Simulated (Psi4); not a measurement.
## Run report: C2H2F2O, property calculation

C2H2F2O, SMILES FC1OC1F, computed with PBE0/def2-TZVPP, RKS, dispersion D4 (Psi4 1.11).

The geometry was optimised with PBE0/def2-TZVP.

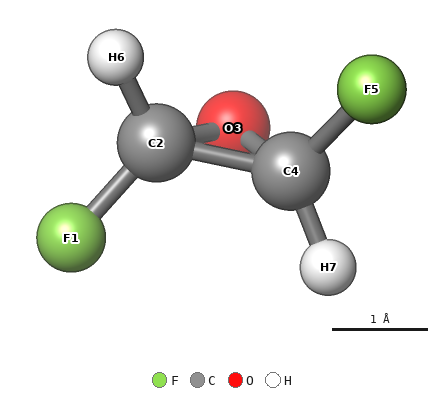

Fig. 1: The structure (ball-and-stick view, seen at a tilt; atoms are numbered from 1 in the order of the input). Bond lengths as drawn: C–C 1.45 Å, C–F 1.34 Å, C–H 1.09 Å and C–O 1.40 Å.

Results in brief:

```json
{"quantity": "outcome", "value": "converged"}
{"quantity": "total energy", "value": "−352.075308 hartree"}
{"quantity": "dispersion energy", "value": "−0.002833 hartree"}
{"quantity": "basis functions", "value": "183"}
{"quantity": "HOMO", "value": "−9.18 eV"}
{"quantity": "LUMO", "value": "1.74 eV"}
{"quantity": "dipole moment", "value": "1.05 D"}
{"quantity": "hardware", "value": "2 threads of Intel Xeon @ 2.50GHz (Skylake/Cascade Lake), 189 GiB of memory available, shared host"}
{"quantity": "wall time", "value": "48 s (CPU time 97 s)"}
{"quantity": "peak memory", "value": "2 GiB"}
```

The input (input.inp):
```
memory 3300 mb

molecule {
  F      0.590337    -1.507248     0.856048
  C      0.025642    -0.302969     0.664211
  O     -1.110428    -0.301437    -0.145787
  C      0.041557     0.304869    -0.648489
  F     -0.022806     1.641253    -0.773224
  H     -0.027317     0.273307     1.583394
  H      0.504048    -0.163500    -1.512500
  units angstrom
  symmetry c1
}

set basis def2-TZVPP
set reference rks
set scf_type df
set dft_radial_points 99
set dft_spherical_points 590

e_tot, wfn = energy("pbe0-d4", return_wfn=True)
oeprop(wfn, "DIPOLE", "MULLIKEN_CHARGES", "LOWDIN_CHARGES", "WIBERG_LOWDIN_INDICES")
```

Launched with:
```bash
psi4 -n 2 input.inp input.out
```

What the program printed:
```
Psi4 1.11 release

   => Loading Basis Set <=

    Name: DEF2-TZVPP
    Role: ORBITAL
    Keyword: BASIS

   => PBE0-D4(BJ,EEQ)ATM: Empirical Dispersion <=

        a1 =       0.400856
        a2 =       5.029288
       alp =      16.000000
        s6 =       1.000000
        s8 =       1.200655
        s9 =       1.000000
        ga =       3.000000
        gc =       2.000000
        wf =       6.000000

         ---------------------------------------------------------
                                   SCF
                              RKS Reference
                        2 Threads,   3147 MiB Core
         ---------------------------------------------------------

  ==> Geometry <==

    Molecular point group: c1
    Full point group: C1

    Geometry (in Angstrom), charge = 0, multiplicity = 1:

       Center              X                  Y                   Z               Mass
    ------------   -----------------  -----------------  -----------------  -----------------
         F            0.661482555698    -1.480474069148     0.862275102828    18.998403162730
         C            0.096787555698    -0.276195069148     0.670438102828    12.000000000000
         O           -1.039282444302    -0.274663069148    -0.139559897172    15.994914619570
         C            0.112702555698     0.331642930852    -0.642261897172    12.000000000000
         F            0.048339555698     1.668026930852    -0.766996897172    18.998403162730
         H            0.043828555698     0.300080930852     1.589621102828     1.007825032230
         H            0.575193555698    -0.136726069148    -1.506272897172     1.007825032230

  Running in c1 symmetry.

  Rotational constants: A =      0.50109  B =      0.11992  C =      0.10811 [cm^-1]
  Rotational constants: A =  15022.15285  B =   3594.98693  C =   3241.03016 [MHz]
  Nuclear repulsion =  181.655876205292770

  Charge       = 0
  Multiplicity = 1
  Electrons    = 40
  Nalpha       = 20
  Nbeta        = 20

  ==> Algorithm <==

  SCF Algorithm Type is DF.
  DIIS enabled.
  MOM disabled.
  Fractional occupation disabled.
  Guess Type is SAD.
  Energy threshold   = 1.00e-06
  Density threshold  = 1.00e-06
  Integral threshold = 1.00e-12

  ==> Primary Basis <==

  Basis Set: DEF2-TZVPP
    Blend: DEF2-TZVPP
    Number of shells: 67
    Number of basis functions: 183
    Number of Cartesian functions: 210
    Spherical Harmonics?: true
    Max angular momentum: 3

  ==> DFT Potential <==

   => LibXC <=

    Version 7.1.2

   => Composite Functional: PBE0-D4BJEEQATM <=

    PBE0-d4bjeeqatm Hyb-GGA Exchange-Correlation Functional

    Deriv               =              1
    GGA                 =           TRUE
    Meta                =          FALSE

    Exchange Hybrid     =           TRUE
    MP2 Hybrid          =          FALSE

   => Exchange Functionals <=

    0.7500   Perdew, Burke & Ernzerhof

   => Exact (HF) Exchange <=

    0.2500               HF

   => Correlation Functionals <=

    1.0000   Perdew, Burke & Ernzerhof

   => LibXC Density Thresholds  <==

    XC_HYB_GGA_XC_PBEH:  1.00E-15

   => Molecular Quadrature <=

    Radial Scheme          =       TREUTLER
    Pruning Scheme         =           NONE
    Nuclear Scheme         =       TREUTLER

    Blocking Scheme        =         OCTREE
    BS radius alpha        =              1
    Pruning alpha          =              1
    Radial Points          =             99
    Spherical Points       =            590
    Total Points           =         390261
    Total Blocks           =           2815
    Max Points             =            256
    Max Functions          =            178
    Weights Tolerance      =       1.00E-15

   => Loading Basis Set <=

    Name: (DEF2-TZVPP AUX)
    Role: JKFIT
    Keyword: DF_BASIS_SCF

  ==> Integral Setup <==

  DFHelper Memory: AOs need 0.110 GiB; user supplied 0.733 GiB.
  SCF_SUBTYPE=INCORE selected. In-core MEM_DF algorithm will be used.
  Using in-core AOs.

  ==> MemDFJK: Density-Fitted J/K Matrices <==

    J tasked:                   Yes
    K tasked:                   Yes
    wK tasked:                   No
    Memory [MiB]:               750
    Algorithm:                 Core
    Schwarz Cutoff:           1E-12
    Mask sparsity (%):       2.9144
    Fitting Condition:        1E-10

   => Auxiliary Basis Set <=

  Basis Set: (DEF2-TZVPP AUX)
    Blend: DEF2-UNIVERSAL-JKFIT
    Number of shells: 137
    Number of basis functions: 417
    Number of Cartesian functions: 497
    Spherical Harmonics?: true
    Max angular momentum: 4

  Cached 100.0% of DFT collocation blocks in 1.572 [GiB].

  Minimum eigenvalue in the overlap matrix is 2.3947494192E-04.
  Reciprocal condition number of the overlap matrix is 3.1008173409E-05.
    Using symmetric orthogonalization.

  ==> Pre-Iterations <==

  SCF Guess: Superposition of Atomic Densities via on-the-fly atomic UHF (no occupation information).

   -------------------------
    Irrep   Nso     Nmo
   -------------------------
     A        183     183
   -------------------------
    Total     183     183
   -------------------------

  ==> Iterations <==

                           Total Energy        Delta E     RMS |[F,P]|

   @DF-RKS iter SAD:  -351.84443747165398   -3.51844e+02   0.00000e+00
   @DF-RKS iter   1:  -351.97226589792399   -1.27828e-01   2.86382e-03 DIIS/ADIIS
   @DF-RKS iter   2:  -351.93979579410552    3.24701e-02   3.34655e-03 DIIS/ADIIS
   @DF-RKS iter   3:  -352.06723741156270   -1.27442e-01   8.27727e-04 DIIS/ADIIS
   @DF-RKS iter   4:  -352.07512130699070   -7.88390e-03   1.32883e-04 DIIS/ADIIS
   @DF-RKS iter   5:  -352.07529161714473   -1.70310e-04   4.01126e-05 DIIS
   @DF-RKS iter   6:  -352.07530456289913   -1.29458e-05   1.84363e-05 DIIS
   @DF-RKS iter   7:  -352.07530822946103   -3.66656e-06   7.70233e-07 DIIS
   @DF-RKS iter   8:  -352.07530823862999   -9.16896e-09   1.67228e-07 DIIS
  Energy and wave function converged.

  ==> Post-Iterations <==

   Electrons on quadrature grid:
      Ntotal   =   39.9999993032 ; deviation = -6.968e-07

    Orbital Energies [Eh]
    ---------------------

    Doubly Occupied:

       1A    -24.796698     2A    -24.796632     3A    -19.267644
       4A    -10.376380     5A    -10.375971     6A     -1.291489
       7A     -1.277384     8A     -1.159275     9A     -0.732400
      10A     -0.699189    11A     -0.610929    12A     -0.594935
      13A     -0.536789    14A     -0.530903    15A     -0.502222
      16A     -0.465190    17A     -0.438233    18A     -0.409437
      19A     -0.359200    20A     -0.337383

    Virtual:

      21A      0.064032    22A      0.080067    23A      0.094483
      24A      0.098313    25A      0.102469    26A      0.136952
      27A      0.210581    28A      0.224371    29A      0.243451
      30A      0.296664    31A      0.303033    32A      0.325899
      33A      0.342673    34A      0.345866    35A      0.371678
      36A      0.420432    37A      0.425180    38A      0.460812
      39A      0.472104    40A      0.514394    41A      0.540005
      42A      0.662657    43A      0.669099    44A      0.681636
      45A      0.684738    46A      0.736107    47A      0.742616
      48A      0.783677    49A      0.794691    50A      0.799925
      51A      0.897898    52A      0.947669    53A      0.965406
      54A      0.979303    55A      0.990967    56A      1.004622
      57A      1.022308    58A      1.075037    59A      1.088211
      60A      1.105122    61A      1.151497    62A      1.313435
      63A      1.316082    64A      1.416692    65A      1.443548
      66A      1.503610    67A      1.515788    68A      1.565255
      69A      1.645824    70A      1.687301    71A      1.768042
      72A      1.787921    73A      1.885914    74A      1.899784
      75A      2.039452    76A      2.045450    77A      2.112630
      78A      2.138268    79A      2.182283    80A      2.234147
      81A      2.277020    82A      2.317538    83A      2.332651
      84A      2.401902    85A      2.405779    86A      2.434809
      87A      2.500067    88A      2.620636    89A      2.658245
      90A      2.713602    91A      2.744072    92A      2.761388
      93A      2.791053    94A      2.804284    95A      2.842263
      96A      2.874304    97A      2.914897    98A      2.981595
      99A      3.028844   100A      3.030666   101A      3.074607
     102A      3.082495   103A      3.114659   104A      3.125742
     105A      3.151941   106A      3.188705   107A      3.277289
     108A      3.302784   109A      3.364288   110A      3.440579
     111A      3.449487   112A      3.519025   113A      3.570104
     114A      3.596658   115A      3.637954   116A      3.724318
     117A      3.742143   118A      3.803486   119A      3.821289
     120A      3.868246   121A      3.900844   122A      3.947685
     123A      3.955926   124A      4.020414   125A      4.084840
     126A      4.160922   127A      4.169652   128A      4.270134
     129A      4.339346   130A      4.413559   131A      4.516010
     132A      4.670253   133A      4.689147   134A      4.713967
     135A      4.818755   136A      4.882210   137A      5.138082
     138A      5.166851   139A      5.234710   140A      5.259150
     141A      5.357912   142A      5.422678   143A      5.471733
     144A      5.633143   145A      5.783791   146A      5.861783
     147A      5.943915   148A      6.001202   149A      6.129100
     150A      6.607372   151A      6.710211   152A      6.764567
     153A      6.873649   154A      6.876514   155A      6.880299
     156A      6.881190   157A      6.968375   158A      6.989665
     159A      7.038311   160A      7.044442   161A      7.067454
     162A      7.178532   163A      7.278923   164A      7.356760
     165A      7.363344   166A      7.463303   167A      7.497274
     168A      7.732838   169A      8.400062   170A      8.413774
     171A      8.446125   172A      8.471194   173A      8.794873
     174A      8.801433   175A      8.921384   176A      8.951670
     177A      8.989381   178A      9.026766   179A     23.042247
     180A     23.192386   181A     43.918963   182A     57.235575
     183A     57.405061

    Final Occupation by Irrep:
              A
    DOCC [    20 ]
    NA   [    20 ]
    NB   [    20 ]

  @DF-RKS Final Energy:  -352.07530823862999

   => Energetics <=

    Nuclear Repulsion Energy =            181.6558762052927705
    One-Electron Energy =                -846.2860188705600422
    Two-Electron Energy =                 343.4930985457585848
    DFT Exchange-Correlation Energy =     -30.9354313043228402
    Empirical Dispersion Energy =          -0.0028328147984884
    VV10 Nonlocal Energy =                  0.0000000000000000
    Total Energy =                       -352.0753082386299866

Computation Completed

Properties will be evaluated at   0.000000,   0.000000,   0.000000 [a0]

Properties computed using the SCF density matrix

 Multipole Moments:

 ------------------------------------------------------------------------------------
     Multipole            Electronic (a.u.)      Nuclear  (a.u.)        Total (a.u.)
 ------------------------------------------------------------------------------------

 L = 1.  Multiply by 2.5417464519 to convert [e a0] to [Debye]
 Dipole X            :          0.4916731           -0.0942931            0.3973800
 Dipole Y            :          0.1304754           -0.0251083            0.1053671
 Dipole Z            :          0.0656702           -0.0124153            0.0532549
 Magnitude           :                                                    0.4145469

 ------------------------------------------------------------------------------------

	total time  =         45 seconds =       0.75 minutes

Properties will be evaluated at   0.000000,   0.000000,   0.000000 [a0]
OEProp: No title given, name of density matrix used for the following properties is 'SCF density'

 Multipole Moments:

 ------------------------------------------------------------------------------------
     Multipole            Electronic (a.u.)      Nuclear  (a.u.)        Total (a.u.)
 ------------------------------------------------------------------------------------

 L = 1.  Multiply by 2.5417464519 to convert [e a0] to [Debye]
 Dipole X            :          0.4916731           -0.0942931            0.3973800
 Dipole Y            :          0.1304754           -0.0251083            0.1053671
 Dipole Z            :          0.0656702           -0.0124153            0.0532549
 Magnitude           :                                                    0.4145469

 ------------------------------------------------------------------------------------
  Mulliken Charges: (a.u.)
   Center  Symbol    Alpha    Beta     Spin     Total
       1     F     4.59119  4.59119  0.00000 -0.18239
       2     C     2.89323  2.89323  0.00000  0.21355
       3     O     4.12926  4.12926  0.00000 -0.25853
       4     C     2.89324  2.89324  0.00000  0.21351
       5     F     4.59115  4.59115  0.00000 -0.18230
       6     H     0.45097  0.45097  0.00000  0.09807
       7     H     0.45096  0.45096  0.00000  0.09809

   Total alpha = 20.00000, Total beta = 20.00000, Total charge =  0.00000

  Lowdin Charges: (a.u.)
   Center  Symbol    Alpha    Beta     Spin     Total
       1     F     4.41125  4.41125  0.00000  0.17749
       2     C     3.15599  3.15599  0.00000 -0.31198
       3     O     3.87356  3.87356  0.00000  0.25289
       4     C     3.15593  3.15593  0.00000 -0.31185
       5     F     4.41116  4.41116  0.00000  0.17769
       6     H     0.49606  0.49606  0.00000  0.00788
       7     H     0.49606  0.49606  0.00000  0.00789

  Total alpha = 20.00000, Total beta = 20.00000, Total charge = -0.00000

  Wiberg Bond Indices using Orthogonal Lowdin Orbitals:

  Irrep: 1 Size: 7 x 7

                 1                   2                   3                   4                   5

    1     0.00000000000000     1.73652863695091     0.08562159592703     0.09742454915267     0.00733166813080
    2     1.73652863695091     0.00000000000000     1.49568109284657     1.25449228752382     0.09742534668852
    3     0.08562159592703     1.49568109284657     0.00000000000000     1.49507248440320     0.08560806835437
    4     0.09742454915267     1.25449228752382     1.49507248440320     0.00000000000000     1.73687080446977
    5     0.00733166813080     0.09742534668852     0.08560806835437     1.73687080446977     0.00000000000000
    6     0.07891477121047     0.94706673398879     0.08164910915813     0.11032276998801     0.00546958661377
    7     0.00547256724897     0.11034350717573     0.08164132272450     0.94707042406931     0.07890322515350

                 6                   7

    1     0.07891477121047     0.00547256724897
    2     0.94706673398879     0.11034350717573
    3     0.08164910915813     0.08164132272450
    4     0.11032276998801     0.94707042406931
    5     0.00546958661377     0.07890322515350
    6     0.00000000000000     0.00711821605142
    7     0.00711821605142     0.00000000000000

  Atomic Valences:

 #  #
 Irrep: 1
      1:    2.011293788620852
      2:    5.641537605174334
      3:    3.325273673413795
      4:    5.641253319606782
      5:    2.011608699410733
      6:    1.230541187010585
      7:    1.230549262423437

    Psi4 run time: 0:00:44.94
```

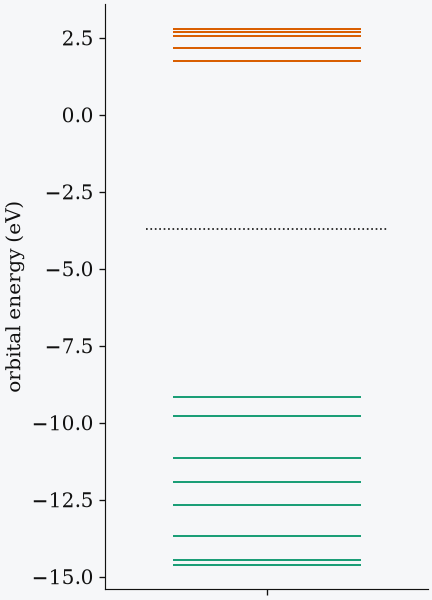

Fig. 2: Orbital energies near the frontier; the dotted line parts filled from empty levels, and levels within 0.02 eV of each other stand side by side. Highest filled −9.18 eV, lowest empty 1.74 eV, 10.92 eV apart.

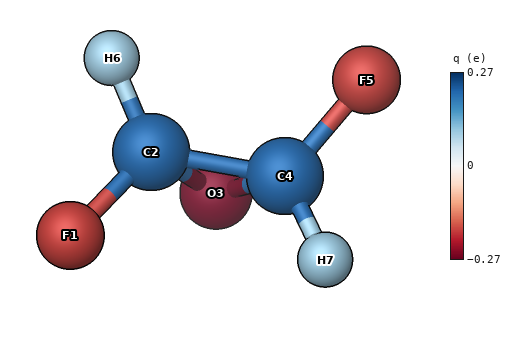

Fig. 3: Mulliken charges, as the colour of each atom (ball-and-stick view, seen at a tilt; atoms are numbered from 1 in the order of the input). By element: F −0.18, C +0.21, O −0.26 and H +0.10 e.
